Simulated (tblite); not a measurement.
Run report: CH6O3Si, geometry relaxation (part 1 of 2)

System: CH6O3Si, SMILES OC(O)O[SiH3].
Method: GFN2-xTB geometry optimisation, gas phase (tblite 0.8.0).

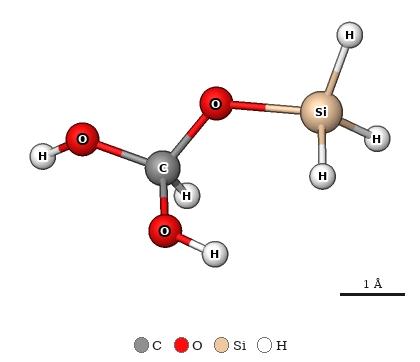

Figure 1. The starting structure (ball-and-stick view, seen at a tilt).

### The input
```
{"job": {"kind": "relax", "xc": "GFN2-xTB", "basis": "xTB"}, "charge": 0, "multiplicity": 1}
C     -0.416274    -1.498735     1.267552
O     -0.716664    -0.248850     0.808542
Si    -0.727978     0.309375    -0.870866
O     -0.256843    -1.503070     2.606950
O      0.706316    -1.955619     0.618107
H     -1.223135    -2.144684     0.996626
H      0.457976    -0.150726    -1.522422
H     -0.779253     1.702815    -0.948345
H     -1.835979    -0.247632    -1.540486
H     -0.584728    -2.193482     3.245250
H      0.914661    -1.895565    -0.327006
```

The first line tells a small driver script what to run in tblite; the rest is the geometry in Å.

Hardware: 1 CPU thread, shared host.

Run as:
```bash
OMP_NUM_THREADS=1 python <driver script> task.json out
```

### What the program printed
```
step      E/eV     max force
  0    -520.96556    3.295
  1    -521.40402    1.388
  2    -521.55794    1.219
  3    -521.62886    0.991
  4    -521.76739    0.611
  5    -521.78629    0.500
  6    -521.81684    0.429
  7    -521.83075    0.330
  8    -521.84871    0.330
  9    -521.86102    0.296
 10    -521.87399    0.302
 11    -521.88336    0.251
 12    -521.89196    0.232
 13    -521.90080    0.273
 14    -521.91123    0.259
 15    -521.92159    0.299
 16    -521.92961    0.288
 17    -521.93563    0.256
 18    -521.94240    0.326
 19    -521.95180    0.359
 20    -521.95923    0.606
 21    -521.96855    0.372
 22    -521.97744    0.283
 23    -521.98703    0.341
 24    -521.99304    0.381
 25    -522.00317    0.314
 26    -522.00878    0.267
 27    -522.01142    0.300
 28    -522.00614    0.704
 29    -522.01732    0.160
 30    -522.02067    0.150
 31    -522.02132    1.218
 32    -522.03621    0.140
 33    -522.04038    0.140
 34    -522.03541    1.064
 35    -522.04627    0.220
 36    -522.04900    0.252
 37    -522.05186    0.967
 38    -522.06066    0.247
 39    -522.06473    0.226
 40    -522.07227    0.812
 41    -522.08019    0.237
 42    -522.08619    0.257
 43    -522.08554    1.304
 44    -522.10423    0.262
 45    -522.11000    0.304
 46    -522.11234    0.987
 47    -522.11994    0.377
 48    -522.12365    0.332
 49    -522.13826    0.505
 50    -522.14287    0.187
 51    -522.14952    0.150
 52    -522.15730    0.697
 53    -522.16539    0.187
 54    -522.17213    0.208
 55    -522.15844    1.279
 56    -522.18428    0.231
 57    -522.18974    0.172
 58    -522.16467    1.342
 59    -522.19907    0.201
 60    -522.20474    0.237
 61    -522.18216    1.705
 62    -522.22133    0.236
 63    -522.23008    0.282
 64    -522.23400    1.361
 65    -522.25227    0.256
 66    -522.25837    0.253
 67    -522.26795    0.486
 68    -522.27235    0.149
 69    -522.27741    0.132
 70    -522.28136    0.103
 71    -522.28312    0.121
 72    -522.28421    0.132
 73    -522.28616    0.136
 74    -522.28762    0.115
 75    -522.28880    0.089
 76    -522.28982    0.098
 77    -522.29095    0.081
 78    -522.29156    0.054
 79    -522.29185    0.046
 80    -522.29207    0.043
 81    -522.29236    0.055
 82    -522.29279    0.075
 83    -522.29329    0.068
 84    -522.29372    0.050
 85    -522.29400    0.046
 86    -522.29417    0.035
 87    -522.29429    0.031
 88    -522.29439    0.021
 89    -522.29447    0.017
 90    -522.29453    0.021
 91    -522.29459    0.021
 92    -522.29462    0.013
 93    -522.29464    0.010
 94    -522.29464    0.011
 95    -522.29465    0.011
 96    -522.29466    0.012
 97    -522.29467    0.013
 98    -522.29468    0.013
 99    -522.29470    0.011
100    -522.29473    0.012
101    -522.29477    0.014
102    -522.29480    0.014
103    -522.29483    0.020
104    -522.29487    0.024
105    -522.29491    0.021
106    -522.29495    0.012
107    -522.29497    0.007
```

### Trajectory as extended XYZ (Å, eV, eV/Å), 28 frames, from step=0 to step=107
```
11
Properties=species:S:1:pos:R:3:forces:R:3 step=0 energy=-520.96556
C    -0.4163   -1.4987    1.2676   -0.2510   0.0360  -1.5110
O    -0.7167   -0.2489    0.8085   -0.4030   1.8580  -1.9730
Si   -0.7280    0.3094   -0.8709    0.3950  -1.4740   2.9200
O    -0.2568   -1.5031    2.6070    0.7280   0.6110   1.8100
O     0.7063   -1.9556    0.6181    2.1780  -1.4210   0.8360
H    -1.2231   -2.1447    0.9966   -1.3990  -1.0140  -0.3580
H     0.4580   -0.1507   -1.5224    0.7250  -0.2790  -0.3600
H    -0.7793    1.7028   -0.9483   -0.0490   1.3670   0.4360
H    -1.8360   -0.2476   -1.5405   -1.0420  -0.6410  -0.4470
H    -0.5847   -2.1935    3.2452    0.1590   0.4870  -1.8030
H     0.9147   -1.8956   -0.3270   -1.0400   0.4700   0.4520
11
Properties=species:S:1:pos:R:3:forces:R:3 step=4 energy=-521.76739
C    -0.3971   -1.5077    1.2241   -0.1240   0.0100   0.1860
O    -0.7051   -0.2473    0.7532    0.1740   0.0840  -0.5800
Si   -0.7238    0.2782   -0.8023    0.0210  -0.1440  -0.1870
O    -0.2159   -1.4031    2.5893   -0.2880   0.0840  -0.0660
O     0.7808   -2.0262    0.7032   -0.4140   0.0260  -0.1160
H    -1.2766   -2.1749    0.9790    0.4580   0.1530   0.1050
H     0.4905   -0.1696   -1.5275   -0.1280   0.0130   0.1110
H    -0.7798    1.7316   -0.8699   -0.0070  -0.1400   0.4370
H    -1.8748   -0.2900   -1.5347    0.1200  -0.0450   0.2070
H    -0.5755   -2.1601    3.0644    0.1080   0.0160  -0.1410
H     0.8155   -1.8572   -0.2449    0.0800  -0.0580   0.0430
11
Properties=species:S:1:pos:R:3:forces:R:3 step=8 energy=-521.84871
C    -0.4030   -1.4801    1.2200    0.0070  -0.0760  -0.0590
O    -0.6716   -0.2518    0.6891    0.0220   0.1400   0.2630
Si   -0.7198    0.2678   -0.8424    0.0020   0.0530  -0.0390
O    -0.2611   -1.3456    2.5806   -0.2120   0.0430   0.0200
O     0.7501   -2.0527    0.7116    0.1780  -0.0430  -0.0310
H    -1.2428   -2.1662    0.9889   -0.3100   0.0080  -0.0420
H     0.4894   -0.1764   -1.5232    0.2000  -0.0530  -0.2570
H    -0.7818    1.7094   -0.7641   -0.0220   0.0560   0.2120
H    -1.8748   -0.3160   -1.5052   -0.1700  -0.1240  -0.1320
H    -0.5527   -2.1583    3.0059    0.1760   0.0510   0.1060
H     0.8063   -1.8562   -0.2275    0.1290  -0.0540  -0.0410
11
Properties=species:S:1:pos:R:3:forces:R:3 step=12 energy=-521.89196
C    -0.4141   -1.4727    1.2084   -0.1020   0.0200  -0.0180
O    -0.6439   -0.2328    0.6844    0.0440  -0.1120  -0.1210
Si   -0.7150    0.2622   -0.8654    0.0190  -0.0620   0.1030
O    -0.3267   -1.3122    2.5729    0.0590  -0.0490  -0.0790
O     0.7476   -2.0667    0.7132   -0.1420   0.0550   0.1360
H    -1.2733   -2.1500    0.9816   -0.0390   0.1290  -0.1750
H     0.5119   -0.1838   -1.5684   -0.2040   0.1010  -0.0430
H    -0.7878    1.7001   -0.6643   -0.0120  -0.1210  -0.0210
H    -1.8937   -0.3482   -1.5102    0.1840   0.0710   0.0140
H    -0.5018   -2.1521    3.0087    0.1630  -0.0020   0.0470
H     0.8347   -1.8701   -0.2270    0.0310  -0.0290   0.1570
11
Properties=species:S:1:pos:R:3:forces:R:3 step=16 energy=-521.92961
C    -0.4481   -1.4708    1.1942    0.0560   0.0400   0.0700
O    -0.6084   -0.2346    0.6666   -0.0350   0.1200   0.0600
Si   -0.7066    0.2499   -0.8696   -0.0210   0.1350  -0.1060
O    -0.3827   -1.2945    2.5525   -0.1230  -0.0180   0.1940
O     0.7199   -2.0806    0.7565    0.0130  -0.2880   0.0140
H    -1.3286   -2.1007    0.9208    0.0470  -0.0640  -0.0150
H     0.4833   -0.1631   -1.6340   -0.0220   0.0450  -0.0250
H    -0.7980    1.6626   -0.5736   -0.0160   0.0840  -0.1510
H    -1.8677   -0.3639   -1.5176   -0.0210   0.0010  -0.0460
H    -0.3943   -2.1392    3.0140    0.1280  -0.0580  -0.0830
H     0.8693   -1.8910   -0.1759   -0.0070   0.0030   0.0890
11
Properties=species:S:1:pos:R:3:forces:R:3 step=20 energy=-521.95923
C    -0.4693   -1.4624    1.2040   -0.1110  -0.1260  -0.0350
O    -0.5784   -0.2192    0.6622    0.2430  -0.1840  -0.0630
Si   -0.7085    0.2683   -0.8828   -0.0240  -0.0980   0.1630
O    -0.4582   -1.2952    2.5723    0.0170  -0.6040  -0.0450
O     0.6796   -2.1608    0.8083   -0.1920   0.3010  -0.0090
H    -1.3527   -2.0690    0.8682    0.0450   0.0720   0.2310
H     0.4482   -0.1262   -1.6964    0.1260   0.0210   0.0300
H    -0.8131    1.6683   -0.5634   -0.0280   0.2120  -0.1400
H    -1.8475   -0.3694   -1.5395   -0.1320   0.0010   0.0020
H    -0.2605   -2.1513    2.9973   -0.0090   0.4610  -0.2680
H     0.8984   -1.9092   -0.0963    0.0640  -0.0560   0.1310
11
Properties=species:S:1:pos:R:3:forces:R:3 step=24 energy=-521.99304
C    -0.4916   -1.4728    1.2027    0.0340   0.0260  -0.0060
O    -0.5347   -0.2298    0.6570    0.0070   0.0470  -0.0350
Si   -0.7121    0.2711   -0.8748   -0.0020   0.1430  -0.1280
O    -0.5069   -1.3254    2.5681    0.0080  -0.3150   0.2140
O     0.6488   -2.1785    0.8434    0.1170  -0.1110  -0.0430
H    -1.3791   -2.0501    0.8644   -0.1610  -0.0490  -0.0050
H     0.4416   -0.1000   -1.7198    0.0220   0.0350   0.1380
H    -0.8251    1.6941   -0.5891   -0.0030  -0.1410  -0.1090
H    -1.8513   -0.3668   -1.5480   -0.0360   0.0470   0.1330
H    -0.1756   -2.1453    2.9721   -0.0360   0.3220  -0.1780
H     0.9240   -1.9227   -0.0419    0.0490  -0.0040   0.0190
11
Properties=species:S:1:pos:R:3:forces:R:3 step=28 energy=-522.00614
C    -0.5244   -1.4882    1.2026   -0.0760  -0.0750  -0.0640
O    -0.4702   -0.2383    0.6403   -0.0950  -0.1500   0.0180
Si   -0.7174    0.2950   -0.8850    0.0840  -0.2400   0.1730
O    -0.5987   -1.3941    2.5799    0.4290  -0.4550  -0.1020
O     0.6086   -2.2484    0.8970   -0.2150   0.1910  -0.2420
H    -1.4456   -2.0187    0.8424    0.2610   0.1410  -0.0760
H     0.4351   -0.0433   -1.7277    0.1160  -0.0390   0.0170
H    -0.8486    1.7143   -0.6657   -0.0250   0.1220   0.0920
H    -1.8642   -0.3464   -1.5256   -0.0960  -0.0260   0.0900
H    -0.0194   -2.1113    2.9172   -0.3440   0.6080  -0.0870
H     0.9830   -1.9468    0.0585   -0.0400  -0.0770   0.1810
11
Properties=species:S:1:pos:R:3:forces:R:3 step=32 energy=-522.03621
C    -0.5269   -1.4931    1.1853   -0.0230   0.0020  -0.0180
O    -0.4863   -0.2432    0.6404    0.1110   0.0380   0.0250
Si   -0.7070    0.2758   -0.8840   -0.0330   0.0640   0.0380
O    -0.5999   -1.3884    2.5556   -0.1060   0.0580  -0.0360
O     0.5976   -2.2514    0.8742   -0.0860  -0.0460  -0.0120
H    -1.4417   -2.0039    0.8165   -0.0050  -0.1190  -0.0730
H     0.4639   -0.0536   -1.7137   -0.0270  -0.0380   0.0410
H    -0.8504    1.6963   -0.6281    0.0180  -0.0100  -0.0140
H    -1.8844   -0.3520   -1.4890    0.0280  -0.0190   0.0130
H    -0.0207   -2.0636    2.9239    0.1200   0.0210   0.0680
H     0.9938   -1.9489    0.0528    0.0040   0.0490  -0.0320
11
Properties=species:S:1:pos:R:3:forces:R:3 step=36 energy=-522.04900
C    -0.5433   -1.5040    1.1734   -0.0150   0.0030  -0.0120
O    -0.4644   -0.2482    0.6382    0.1250   0.0020   0.0260
Si   -0.7049    0.2760   -0.8824   -0.0160   0.0370   0.0500
O    -0.6340   -1.4154    2.5434    0.0640  -0.1650   0.0540
O     0.5685   -2.2847    0.8739   -0.0270  -0.0240  -0.0950
H    -1.4624   -1.9907    0.7850    0.0140  -0.0870  -0.0220
H     0.4775   -0.0407   -1.7021   -0.0870  -0.0520   0.0140
H    -0.8595    1.6959   -0.6417    0.0270   0.0460   0.0200
H    -1.9003   -0.3473   -1.4545    0.0670  -0.0400  -0.0330
H     0.0390   -2.0105    2.9102   -0.0920   0.2320  -0.0310
H     1.0218   -1.9566    0.0905   -0.0590   0.0480   0.0290
11
Properties=species:S:1:pos:R:3:forces:R:3 step=40 energy=-522.07227
C    -0.5740   -1.5369    1.1360    0.0920  -0.0620   0.0530
O    -0.3851   -0.2661    0.6457   -0.1140  -0.1500  -0.0380
Si   -0.7020    0.2822   -0.8544    0.0380   0.0120   0.0110
O    -0.6995   -1.4759    2.5022    0.4940  -0.4680   0.2570
O     0.4947   -2.3695    0.8235    0.2250   0.1300  -0.2680
H    -1.4923   -1.9898    0.7046    0.0150   0.2320   0.1880
H     0.4847   -0.0468   -1.6562   -0.0900  -0.0120  -0.1330
H    -0.8644    1.7079   -0.6493    0.0360   0.0290   0.0690
H    -1.9141   -0.3553   -1.3726    0.0860  -0.0190  -0.0550
H     0.1322   -1.8323    2.8941   -0.6440   0.3970  -0.2960
H     1.0579   -1.9436    0.1602   -0.1380  -0.0900   0.2120
11
Properties=species:S:1:pos:R:3:forces:R:3 step=44 energy=-522.10423
C    -0.5670   -1.5547    1.1283   -0.0110   0.0250   0.0290
O    -0.3669   -0.2817    0.6504   -0.0640   0.0520  -0.0070
Si   -0.6967    0.2869   -0.8369    0.0230  -0.0280  -0.0620
O    -0.7151   -1.5028    2.4918   -0.0630  -0.2540  -0.0140
O     0.4937   -2.3822    0.7829   -0.0560  -0.0310   0.0790
H    -1.5008   -1.9718    0.7058    0.0090   0.0600   0.0950
H     0.4552   -0.0704   -1.6709    0.0260   0.0470  -0.1330
H    -0.8497    1.7119   -0.6099    0.0370  -0.0320   0.0460
H    -1.8861   -0.3729   -1.3734   -0.0260   0.0290  -0.0200
H     0.1135   -1.7667    2.9113    0.0630   0.1110  -0.0380
H     1.0580   -1.9220    0.1544    0.0620   0.0210   0.0250
11
Properties=species:S:1:pos:R:3:forces:R:3 step=48 energy=-522.12365
C    -0.5711   -1.5702    1.1205   -0.0440   0.0830   0.0050
O    -0.3502   -0.2920    0.6541   -0.0090   0.0660   0.0370
Si   -0.6879    0.2867   -0.8297    0.0200  -0.0380  -0.0430
O    -0.7365   -1.5515    2.4800    0.2370  -0.2080   0.1040
O     0.4805   -2.4035    0.7587   -0.0560   0.0960  -0.0540
H    -1.5208   -1.9438    0.7028    0.0350  -0.1110   0.0040
H     0.4397   -0.0747   -1.6957    0.0500   0.0710  -0.0750
H    -0.8384    1.7100   -0.5804    0.0450  -0.0680   0.0190
H    -1.8740   -0.3800   -1.3630   -0.0710   0.0490  -0.0070
H     0.1222   -1.6937    2.9118   -0.1600   0.1500  -0.1340
H     1.0747   -1.9134    0.1749   -0.0480  -0.0910   0.1440
```
